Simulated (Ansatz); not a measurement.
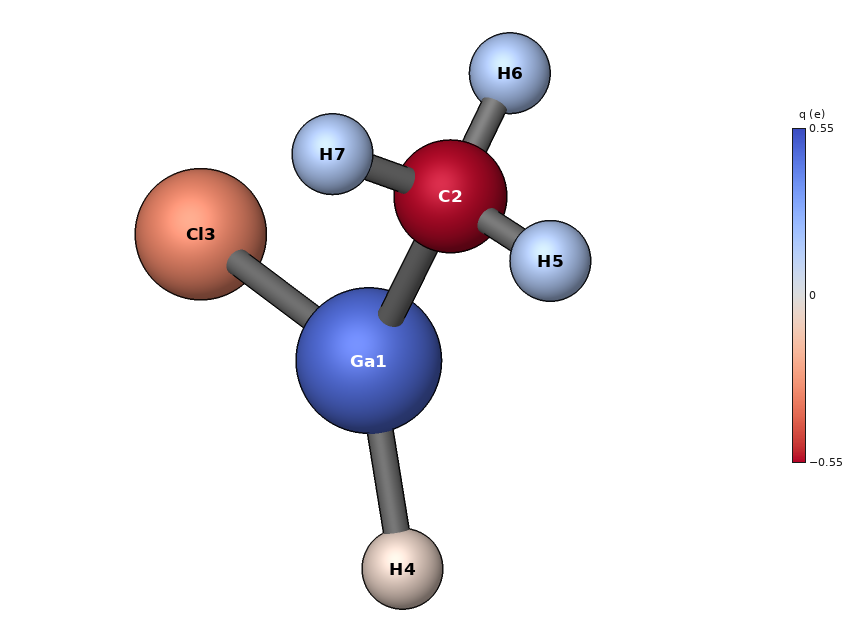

Atoms are coloured by their Mulliken charges. Computed geometry: PBE0-D4/def2-TZVP optimisation. Method: RKS PBE0-D4/def2-TZVP (Ansatz 0.2.0).

Give the Mulliken charges atom by atom.

| atom | value (e) |
| --- | --- |
| Ga1 | 0.46 |
| C2 | −0.54 |
| Cl3 | −0.32 |
| H4 | −0.06 |
| H5 | 0.15 |
| H6 | 0.16 |
| H7 | 0.15 |

Mulliken values depend strongly on the basis set and can even reverse the polarity of a bond.
